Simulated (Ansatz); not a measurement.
# What CsBiSe3 (model cell, started as cubic perovskite with Bi in the octahedra) distorts into, part 3 of 3

Which phase does CsBiSe3 (model cell, started as cubic perovskite with Bi in the octahedra) fall into along its unstable mode, and how much energy does it gain?

Ansatz 0.2.0; DFT PBE, scalar-relativistic, plane waves, PAW; PAW set soft_1.

So far. Step 5 (Energy along the mode, all amplitudes (two of the runs …): The lowest of the steps tried is the last one, at 0.6 Å, 12.5 meV/atom below the parent; the bottom of the well need not coincide with a step. Step 7 (The new phase in its own primitive cell): The largest force component left is 0.44 meV/Å and the pressure is 0.004 GPa, within the tolerances set. The cell now holds 33.40 Å³/atom.

The structure was built from a prototype and need not be the compound's stable phase.

### Step 8. Modes of the new phase, k-mesh 6×8×4

A relaxed structure may still be a saddle point, so its zone-centre modes are computed. No field response is asked, since the mesh shows no gap.

input.yaml

```yaml
crystal:
  lattice:
    - [7.9770561997, 0.0, 0.0953349085]
    - [0.0, 4.5893995611, 0.0]
    - [-0.1101293654, 0.0, 9.123264278]
  atoms:
    - { symbol: Cs, position: [0.7500267106, 0.0, 0.7125650439] }
    - { symbol: Cs, position: [0.2499732894, 0.0, 0.2874349561] }
    - { symbol: Bi, position: [0.2500298179, 0.5, 0.7175467504] }
    - { symbol: Bi, position: [0.7499701821, 0.5, 0.2824532496] }
    - { symbol: Se, position: [0.5, 0.5, 0.5] }
    - { symbol: Se, position: [0.0, 0.5, 0.0] }
    - { symbol: Se, position: [0.5, 0.5, 0.0] }
    - { symbol: Se, position: [0.0, 0.5, 0.5] }
    - { symbol: Se, position: [0.2499692594, 0.0, 0.916607578] }
    - { symbol: Se, position: [0.7500307406, 0.0, 0.083392422] }
kpoints:
  mp_grid: { grid: [6, 8, 4] }
hamiltonian:
  xc: pbe
  pseudopotentials: { kind: paw, azcp: { folder: soft_1 } }
scf:
  occupations: { method: methfessel_paxton, width: 0.2 }
output:
  eigenvalues: true
phonons:
  method: dfpt
```

Command:

```sh
$ ansatz run input.yaml --threads 4 --pin off --max-ram 16384MiB --backend cpu --events-out ev --progress --plain --runs-dir out
```

Numbers of over 12 decimals in the logs are rounded to 6 here.

The program printed:

```text
zone centre: on kpoints.mp_grid the ground state, and the responses unless they are solved on pairs of k-points, stand on 70 of the mesh's 192 k-points, reduced under 2 symmetry operations, with k and −k counted as one. Each operation leaves every solved displacement unchanged or reverses it
[...]
Crystal: 10 atoms, lattice volume = 334.050 Å³
Basis set: ecut = 420 eV, 6583 PW (Γ), exchange–correlation on 108×64×128 points (8 copies of the dense FFT grid, shifted against one another)
Bands: 87, of which v1, the nominal top of the filled ones, is band 72 counted from 1 (71 counted from 0)
Symmetry: 4 space group operations
k-points: 70 of 192 (irreducible under 2 space group operations, time reversal used)
[...]
SCF iter   1: F=—  HF=-68964.698061 eV  |F-HF|=—  |Δ(HF+E_count)|=         —  Δρ=3.81e-2  dr2=2.53e1  ethr=3.10e-3  ⟨swp⟩=6.6  Hψ=23882  notcnv=0
[...]
SCF iter  12: F=-68958.715598 eV  HF=-68958.715598 eV  |F-HF|=0.00e0  |Δ(HF+E_count)|=  1.02e-10  S|Δr|=    0.00e0  Δρ=4.73e-8  dr2=8.31e-12  ethr=1.00e-12  ⟨swp⟩=13.6  Hψ=38907  notcnv=0
SCF 1 converged in 12 iterations: F = -68958.715598 eV  dr2 = 8.31e-12
[...]
DFPT response loops at Γ: preconditioner auto → Kerker (q_TF=auto, 2.371 Å⁻¹) (partly filled bands, converged f_vac=0.069); β = 1.00, the filter's whole step (`scf.mixing.beta` (0.50) is not read by the response loops under this deck's `scf.mixing.preconditioner`; to damp them name `kerker` or `kerker_dos`, under which they read `scf.mixing.beta`, and type it under 1.00, their step now; both keys bind the ground state too); Broyden in place of MSR1
SCF converged after 12 iterations
[...]
Free energy (F): -68958.715598 eV
[...]
Internal energy: -68958.711368 eV  (E = F + TS)
E sigma→0 (E₀):  -68958.714540 eV
Entropy (-TS):   -0.004230 eV (-0.423 meV/atom)
Fermi energy:    6.601381 eV
[...]
--- Band table (eV; the first three rows and the last of 70) ---
  k-point 0: bands = [... 68 lower, 5.6030, 5.8186, 6.1903, 6.7243, 6.8865, 6.9163, 7.1779, 7.4820, ... 11 higher]
  k-point 1: bands = [... 68 lower, 5.4675, 5.8102, 6.1881, 6.2007, 6.6478, 7.3658, 7.5700, 7.9706, ... 11 higher]
  k-point 2: bands = [... 68 lower, 5.6055, 5.8016, 5.8615, 6.1930, 6.3797, 7.4475, 8.1595, 8.7509, ... 11 higher]
  k-point 69: bands = [... 68 lower, 5.4914, 5.4921, 6.6328, 6.6335, 7.1872, 7.1874, 8.4141, 8.4149, ... 11 higher]
--- Phonons (Γ-DFPT): 21 representative perturbations + reference, on 70 of 192 k-points (Σ response iterations 76) ---
  k mesh reduced under 2 symmetry operations, with k and −k counted as one. Each operation leaves every solved displacement unchanged or reverses it
  ASR residual: 2.372e-4 → 0.000e0 eV/Å²; symmetrization residual: 6.233e-5 eV/Å²
  ASR residual per site (eV/Å²): 8.66e-5 8.66e-5 2.37e-4 2.37e-4 6.47e-5 1.48e-4 1.05e-4 8.19e-5 4.36e-5 4.36e-5
  Γ frequencies (cm⁻¹): -103.50 -77.22 -72.74 -35.58 0.00 0.00 0.00 21.34 25.45 32.78 49.75 51.09 51.27 54.57 55.14 55.83 60.16 77.30 77.38 78.84 83.27 87.60 91.38 99.77 101.23 109.47 120.57 123.03 139.46 159.32
  non-analytic LO–TO correction: not included (Born effective charges unavailable; polar crystals: no LO–TO splitting at Γ)
```

Wall time 33 min (4 threads of Arm Neoverse V1, shared host); peak memory 6.1 GiB; 2.1 h of CPU time.

Numbers from this step:

| Property | Result |
| --- | --- |
| sum-rule residual before enforcement | 2.37e-4 eV/Å² |
| point group | 2/m |
| highest optical mode at the zone centre (no LO-TO term) | 159.3 cm⁻¹ |
| lowest optical zone-centre mode | -103.5 cm⁻¹ |

Patterns of degenerate modes are one choice out of their space. Modes at Γ, with each element's share of the kinetic energy (negative means imaginary):

| mode | frequency (cm⁻¹) | symmetry | Cs % | Bi % | Se % |
| --- | --- | --- | --- | --- | --- |
| 1 | -103.5 | Bg | 0 | 9 | 91 |
| 2 | -77.2 | Au | 0 | 0 | 100 |
| 3 | -72.7 | Bu | 1 | 4 | 95 |
| 4 | -35.6 | Bu | 3 | 24 | 73 |
| 5 | 0.0 | acoustic | 23 | 36 | 41 |
| 6 | 0.0 | acoustic | 23 | 36 | 41 |
| 7 | 0.0 | acoustic | 23 | 36 | 41 |
| 8 | 21.3 | Bu | 13 | 50 | 37 |
| 9 | 25.4 | Au | 39 | 18 | 44 |
| 10 | 32.8 | Bu | 45 | 30 | 25 |
| 11 | 49.8 | Ag | 91 | 8 | 1 |
| 12 | 51.1 | Bg | 100 | 0 | 0 |
| 13 | 51.3 | Ag | 0 | 6 | 94 |
| 14 | 54.6 | Au | 0 | 25 | 75 |
| 15 | 55.1 | Ag | 62 | 21 | 17 |
| 16 | 55.8 | Bu | 0 | 0 | 100 |
| 17 | 60.2 | Au | 0 | 0 | 100 |
| 18 | 77.3 | Bu | 28 | 1 | 71 |
| 19 | 77.4 | Bu | 1 | 2 | 97 |
| 20 | 78.8 | Au | 38 | 0 | 62 |
| 21 | 83.3 | Bg | 0 | 91 | 9 |
| 22 | 87.6 | Bu | 28 | 0 | 72 |
| 23 | 91.4 | Ag | 9 | 86 | 5 |
| 24 | 99.8 | Bu | 26 | 2 | 72 |
| 25 | 101.2 | Ag | 36 | 54 | 10 |
| 26 | 109.5 | Bu | 1 | 7 | 92 |
| 27 | 120.6 | Bu | 7 | 7 | 86 |
| 28 | 123.0 | Au | 0 | 21 | 79 |
| 29 | 139.5 | Ag | 2 | 25 | 73 |
| 30 | 159.3 | Bu | 1 | 1 | 99 |

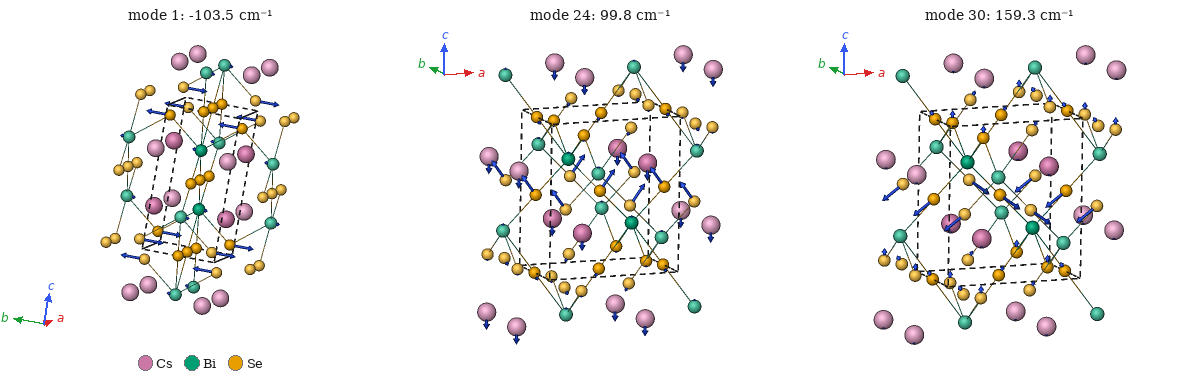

Displacement patterns of modes 1, 24 and 30 at Γ; arrows are exaggerated. Some periodic images of atoms are drawn too.

Before it was imposed, the acoustic sum rule was missed by 2.4e-4 eV/Å². Small misses are needed for a sound result but don't prove that mesh and cutoff are converged. The lowest optical mode is imaginary, 103.5i cm⁻¹, so the energy falls along it.

### Step 9. Outcome

```
unstable mode of the parent                                                      : q = (0, -0.5, -0.5), 59i cm⁻¹
depth at the lowest point sampled                                                : 12.5 meV/atom
largest atomic shift at that point                                               : 0.6 Å
space group reached (within 0.01 Å)                                              : Pmma
energy gained over the parent (first relaxation, on the mesh of the frozen mode) : 103 meV/atom
volume per atom, phase reached                                                   : 33.4 Å³
lowest optical zone-centre mode, phase reached                                   : -104 cm⁻¹
highest optical mode at the zone centre (no LO-TO term), phase reached           : 159 cm⁻¹
```

In words: Along this mode the structure falls into Pmma, 103 meV/atom below the parent. At the parent's cell the well is 12.50 meV/atom deep on the steps tried, with its lowest point at a shift of 0.6 Å. That is the last step tried, so the steps alone don't bracket the bottom of the well. Relaxing atoms and cell changes the gain by +90.24 meV/atom against the lowest step (energies at zero smearing). Most of the total comes from this relaxation. The new phase still has an imaginary mode at the zone centre of its cell, so it is a saddle point on the way to a lower structure. Of the 4 patterns followed to their end from this parent, this one reaches the lowest energy. Each path keeps the symmetry of its pattern, so a lower phase may lie along a pattern not tried. With no gap, or one that is small against the smearing, the frequencies hang on the k mesh and the smearing, most of all near Kohn anomalies. Spin-orbit coupling is left out, which can matter for the heavy elements here. The starting cell was built on a prototype and not taken from a measurement, so the phase need not exist.

[Logs are printed without paths, hosts, clocks, repeated set-up lines and the standing remarks that a program may print on its own settings, such as how far it seeks lower states.]

[Hosts, paths, dates, database ids (printed as entryN), source tags and the programs' standing remarks are cut or masked in the printed files.]
